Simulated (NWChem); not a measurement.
Energy and gradient calculation of SnCl$_{2}$ (part 2 of 2)

SnCl$_{2}$; HF/3-21G, RHF (NWChem 7.3.0). The geometry comes from this level: PBE0-D4/def2-TZVP.

Geometry of the input (Å):
```
Cl 1.1542  1.2207  0.7560
Sn -0.7969  0.5189  -0.3766
Cl -0.3682  -1.8045  -0.3926
```

The program's output, continued:
```
 Vector   35  Occ=2.000000D+00  E=-1.070747D+00
              MO Center=  3.1D-01, -2.3D-01,  1.4D-01, r^2= 3.8D+00
   Bfn.  Coefficient  Atom+Function         Bfn.  Coefficient  Atom+Function
  ----- ------------  ---------------      ----- ------------  ---------------
     6      0.400515  1 Cl s                 50     -0.400632  3 Cl s
    10      0.386923  1 Cl s                 54     -0.387036  3 Cl s
     2     -0.328780  1 Cl s                 46      0.328877  3 Cl s

 Vector   36  Occ=2.000000D+00  E=-6.223532D-01
              MO Center= -8.6D-02,  3.5D-02, -4.3D-02, r^2= 4.0D+00
   Bfn.  Coefficient  Atom+Function         Bfn.  Coefficient  Atom+Function
  ----- ------------  ---------------      ----- ------------  ---------------
    27      0.478639  2 Sn s                 23     -0.296779  2 Sn s
    52     -0.255742  3 Cl py                31     -0.229960  2 Sn s
     7      0.208676  1 Cl px                56     -0.189421  3 Cl py
    19     -0.161141  2 Sn s                 11      0.152344  1 Cl px

 Vector   37  Occ=2.000000D+00  E=-5.018402D-01
              MO Center=  3.1D-01, -2.4D-01,  1.4D-01, r^2= 4.5D+00
   Bfn.  Coefficient  Atom+Function         Bfn.  Coefficient  Atom+Function
  ----- ------------  ---------------      ----- ------------  ---------------
     7      0.335245  1 Cl px                52      0.321902  3 Cl py
    11      0.289746  1 Cl px                56      0.279887  3 Cl py
    29      0.220225  2 Sn py                51     -0.192057  3 Cl px
     9      0.177714  1 Cl pz                55     -0.163427  3 Cl px
    25      0.160136  2 Sn py                 3     -0.157685  1 Cl px

 Vector   38  Occ=2.000000D+00  E=-4.853933D-01
              MO Center=  2.5D-01, -2.0D-01,  1.2D-01, r^2= 4.5D+00
   Bfn.  Coefficient  Atom+Function         Bfn.  Coefficient  Atom+Function
  ----- ------------  ---------------      ----- ------------  ---------------
     8      0.382935  1 Cl py                12      0.341100  1 Cl py
    51     -0.330003  3 Cl px                55     -0.298306  3 Cl px
    53     -0.189362  3 Cl pz                 4     -0.178410  1 Cl py
    57     -0.170070  3 Cl pz                47      0.153805  3 Cl px

 Vector   39  Occ=2.000000D+00  E=-4.790314D-01
              MO Center=  3.2D-01, -2.4D-01,  1.5D-01, r^2= 4.4D+00
   Bfn.  Coefficient  Atom+Function         Bfn.  Coefficient  Atom+Function
  ----- ------------  ---------------      ----- ------------  ---------------
     9      0.348636  1 Cl pz                53      0.348546  3 Cl pz
    13      0.310445  1 Cl pz                57      0.310362  3 Cl pz
     7     -0.188975  1 Cl px                51     -0.188926  3 Cl px
    11     -0.168274  1 Cl px                55     -0.168229  3 Cl px
     5     -0.162448  1 Cl pz                49     -0.162406  3 Cl pz

 Vector   40  Occ=2.000000D+00  E=-4.584084D-01
              MO Center=  3.9D-01, -2.9D-01,  1.8D-01, r^2= 4.4D+00
   Bfn.  Coefficient  Atom+Function         Bfn.  Coefficient  Atom+Function
  ----- ------------  ---------------      ----- ------------  ---------------
     9      0.365794  1 Cl pz                53     -0.365880  3 Cl pz
    13      0.340856  1 Cl pz                57     -0.340933  3 Cl pz
     7     -0.198276  1 Cl px                51      0.198322  3 Cl px
    11     -0.184758  1 Cl px                55      0.184800  3 Cl px
     5     -0.170750  1 Cl pz                49      0.170790  3 Cl pz

 Vector   41  Occ=2.000000D+00  E=-4.488991D-01
              MO Center=  3.7D-01, -2.8D-01,  1.7D-01, r^2= 4.6D+00
   Bfn.  Coefficient  Atom+Function         Bfn.  Coefficient  Atom+Function
  ----- ------------  ---------------      ----- ------------  ---------------
     8      0.428850  1 Cl py                12      0.381108  1 Cl py
    51      0.317345  3 Cl px                55      0.274416  3 Cl px
    52      0.218382  3 Cl py                56      0.209837  3 Cl py
     4     -0.198399  1 Cl py                53      0.195359  3 Cl pz
    57      0.171176  3 Cl pz

 Vector   42  Occ=2.000000D+00  E=-3.774931D-01
              MO Center= -6.4D-01,  4.1D-01, -3.0D-01, r^2= 4.4D+00
   Bfn.  Coefficient  Atom+Function         Bfn.  Coefficient  Atom+Function
  ----- ------------  ---------------      ----- ------------  ---------------
    31      0.535650  2 Sn s                 27     -0.326389  2 Sn s
    11      0.262119  1 Cl px                 7      0.253534  1 Cl px
    23      0.249254  2 Sn s                 56     -0.245332  3 Cl py
    28      0.237406  2 Sn px                52     -0.237628  3 Cl py
    24      0.166040  2 Sn px                29     -0.161767  2 Sn py

 Vector   43  Occ=0.000000D+00  E=-3.244077D-02
              MO Center= -7.8D-01,  5.1D-01, -3.7D-01, r^2= 3.9D+00
   Bfn.  Coefficient  Atom+Function         Bfn.  Coefficient  Atom+Function
  ----- ------------  ---------------      ----- ------------  ---------------
    34      0.629255  2 Sn pz                30     -0.380998  2 Sn pz
    32     -0.341082  2 Sn px                26     -0.289282  2 Sn pz
    28      0.206517  2 Sn px                13     -0.192630  1 Cl pz
    57     -0.192626  3 Cl pz                24      0.156803  2 Sn px

 Vector   44  Occ=0.000000D+00  E= 5.770632D-02
              MO Center= -9.8D-01,  6.5D-01, -4.6D-01, r^2= 4.9D+00
   Bfn.  Coefficient  Atom+Function         Bfn.  Coefficient  Atom+Function
  ----- ------------  ---------------      ----- ------------  ---------------
    33      0.964188  2 Sn py                32      0.485172  2 Sn px
    10     -0.474366  1 Cl s                 54      0.474403  3 Cl s
    34      0.366056  2 Sn pz                11      0.323761  1 Cl px
    56      0.305146  3 Cl py                29     -0.279467  2 Sn py
    25     -0.225382  2 Sn py                55     -0.194330  3 Cl px

 Vector   45  Occ=0.000000D+00  E= 8.062648D-02
              MO Center= -5.3D-01,  3.4D-01, -2.5D-01, r^2= 5.1D+00
   Bfn.  Coefficient  Atom+Function         Bfn.  Coefficient  Atom+Function
  ----- ------------  ---------------      ----- ------------  ---------------
    32      0.867028  2 Sn px                31      0.695208  2 Sn s
    33     -0.590708  2 Sn py                10     -0.561232  1 Cl s
    54     -0.561166  3 Cl s                 56     -0.461769  3 Cl py
    34      0.406818  2 Sn pz                11      0.313977  1 Cl px
    12      0.292615  1 Cl py                28     -0.238925  2 Sn px

 Vector   46  Occ=0.000000D+00  E= 2.728343D-01
              MO Center= -6.1D-01,  3.9D-01, -2.9D-01, r^2= 4.9D+00
   Bfn.  Coefficient  Atom+Function         Bfn.  Coefficient  Atom+Function
  ----- ------------  ---------------      ----- ------------  ---------------
    31      2.376997  2 Sn s                 27      1.894991  2 Sn s
    10     -0.506873  1 Cl s                 54     -0.506872  3 Cl s
    32      0.376155  2 Sn px                19     -0.293370  2 Sn s
    33     -0.256312  2 Sn py                56     -0.207968  3 Cl py
    34      0.176492  2 Sn pz                11      0.152627  1 Cl px

 Vector   47  Occ=0.000000D+00  E= 3.300464D-01
              MO Center= -8.6D-01,  5.6D-01, -4.1D-01, r^2= 5.1D+00
   Bfn.  Coefficient  Atom+Function         Bfn.  Coefficient  Atom+Function
  ----- ------------  ---------------      ----- ------------  ---------------
    30      1.344306  2 Sn pz                34      1.206074  2 Sn pz
    28     -0.728670  2 Sn px                32     -0.653742  2 Sn px
    26      0.464058  2 Sn pz                24     -0.251539  2 Sn px
    22     -0.192773  2 Sn pz

 Vector   48  Occ=0.000000D+00  E= 3.442895D-01
              MO Center= -1.0D+00,  6.8D-01, -4.9D-01, r^2= 4.9D+00
   Bfn.  Coefficient  Atom+Function         Bfn.  Coefficient  Atom+Function
  ----- ------------  ---------------      ----- ------------  ---------------
    28      1.228265  2 Sn px                32      1.108611  2 Sn px
    29     -0.837429  2 Sn py                33     -0.755850  2 Sn py
    30      0.576249  2 Sn pz                34      0.520112  2 Sn pz
    24      0.418077  2 Sn px                25     -0.285045  2 Sn py
    10     -0.258215  1 Cl s                 54     -0.258382  3 Cl s

 Vector   49  Occ=0.000000D+00  E= 3.489428D-01
              MO Center= -9.0D-01,  5.9D-01, -4.3D-01, r^2= 4.8D+00
   Bfn.  Coefficient  Atom+Function         Bfn.  Coefficient  Atom+Function
  ----- ------------  ---------------      ----- ------------  ---------------
    29      1.378024  2 Sn py                33      1.212891  2 Sn py
    28      0.693940  2 Sn px                32      0.610775  2 Sn px
    30      0.523456  2 Sn pz                25      0.471442  2 Sn py
    34      0.460724  2 Sn pz                10     -0.282875  1 Cl s
    54      0.282758  3 Cl s                 24      0.237406  2 Sn px

 Vector   50  Occ=0.000000D+00  E= 7.542091D-01
              MO Center=  6.0D-01, -4.4D-01,  2.8D-01, r^2= 6.6D+00
   Bfn.  Coefficient  Atom+Function         Bfn.  Coefficient  Atom+Function
  ----- ------------  ---------------      ----- ------------  ---------------
    10     -1.287337  1 Cl s                 54      1.287277  3 Cl s
     6      1.232126  1 Cl s                 50     -1.232070  3 Cl s
    52      0.361949  3 Cl py                 7      0.312247  1 Cl px
    33      0.295391  2 Sn py                56     -0.284090  3 Cl py
     2     -0.273856  1 Cl s                 46      0.273844  3 Cl s

 Vector   51  Occ=0.000000D+00  E= 7.636023D-01
              MO Center=  2.4D-01, -1.9D-01,  1.1D-01, r^2= 6.3D+00
   Bfn.  Coefficient  Atom+Function         Bfn.  Coefficient  Atom+Function
  ----- ------------  ---------------      ----- ------------  ---------------
     8      0.830610  1 Cl py                12     -0.798330  1 Cl py
    51     -0.637016  3 Cl px                55      0.601677  3 Cl px
    53     -0.385522  3 Cl pz                56      0.383678  3 Cl py
    52     -0.376362  3 Cl py                57      0.367149  3 Cl pz
     6      0.339717  1 Cl s                 50      0.339837  3 Cl s

 Vector   52  Occ=0.000000D+00  E= 7.973336D-01
              MO Center=  7.9D-01, -5.6D-01,  3.7D-01, r^2= 5.6D+00
   Bfn.  Coefficient  Atom+Function         Bfn.  Coefficient  Atom+Function
  ----- ------------  ---------------      ----- ------------  ---------------
    10      1.260145  1 Cl s                 54      1.260203  3 Cl s
     6     -1.039081  1 Cl s                 50     -1.039138  3 Cl s
    31     -0.736712  2 Sn s                  7     -0.500397  1 Cl px
    32     -0.416300  2 Sn px                52      0.415368  3 Cl py
    27     -0.399895  2 Sn s                 55      0.396867  3 Cl px

 center of mass
 --------------
 x =  -0.66871401 y =   0.41010335 z =  -0.31885328

 moments of inertia (a.u.)
 ------------------
         805.713743572113        -136.322259585445        -213.321647446363
        -136.322259585445         497.903066243101        -145.994471897691
        -213.321647446363        -145.994471897691        1041.144628484098

  Mulliken analysis of the total density
  --------------------------------------

    Atom       Charge   Shell Charges
 -----------   ------   -------------------------------------------------------
    1 Cl  17    17.57   2.00  1.96  5.91  1.10  2.99  0.95  2.67
    2 Sn  50    48.86   2.00  2.00  6.00  2.00  6.00  2.00  5.93  1.07  0.91  0.76  0.20 10.00  9.99
    3 Cl  17    17.57   2.00  1.96  5.91  1.10  2.99  0.95  2.67

       Multipole analysis of the density wrt the origin
       ------------------------------------------------

     L   x y z        total         open         nuclear
     -   - - -        -----         ----         -------
     0   0 0 0     -0.000000      0.000000     84.000000

     1   1 0 0     -1.398460      0.000000    -50.045617
     1   0 1 0      0.952963      0.000000     30.274169
     1   0 0 1     -0.656151      0.000000    -23.909193

     2   2 0 0    -40.309163      0.000000    202.494415
     2   1 1 0     -2.936115      0.000000     52.035270
     2   1 0 1     -2.696541      0.000000    115.334130
     2   0 2 0    -45.869272      0.000000    336.217357
     2   0 1 1     -2.656057      0.000000     64.140407
     2   0 0 2    -37.658283      0.000000     69.377865

                              NWChem Gradients Module
                              -----------------------

                                     Cl2Sn hf

  wavefunction    =   RHF

                         RHF ENERGY GRADIENTS

    atom               coordinates                        gradient
                 x          y          z           x          y          z
   1 Cl      2.181122   2.306789   1.428633   -0.023121  -0.008411  -0.013431
   2 Sn     -1.505923   0.980579  -0.711671    0.028128  -0.019159   0.013199
   3 Cl     -0.695797  -3.410011  -0.741906   -0.005008   0.027570   0.000233

                 ----------------------------------------
                 |  Time  |  1-e(secs)   |  2-e(secs)   |
                 ----------------------------------------
                 |  CPU   |       0.00   |       0.99   |
                 ----------------------------------------
                 |  WALL  |       0.00   |       0.99   |
                 ----------------------------------------

 Task  times  cpu:        4.8s     wall:        4.8s
 Total times  cpu:        4.8s     wall:        4.8s
```

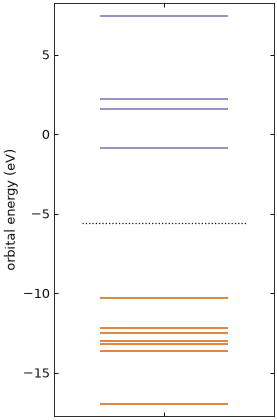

Figure 1. Orbital energies near the frontier; the dotted line parts filled from empty levels, and levels within 0.02 eV of each other stand side by side. Highest filled −10.27 eV, lowest empty −0.88 eV, 9.39 eV apart.

Results in brief:

```json
{"quantity": "outcome", "value": "converged"}
{"quantity": "total energy", "value": "−6910.998408 hartree"}
{"quantity": "basis functions", "value": "57"}
{"quantity": "largest force", "value": "1.877 eV/Å"}
{"quantity": "HOMO", "value": "−10.27 eV"}
{"quantity": "LUMO", "value": "−0.88 eV"}
{"quantity": "dipole moment", "value": "4.61 D"}
{"quantity": "wall time", "value": "5.4 s"}
{"quantity": "peak memory", "value": "0.1 GiB"}
```
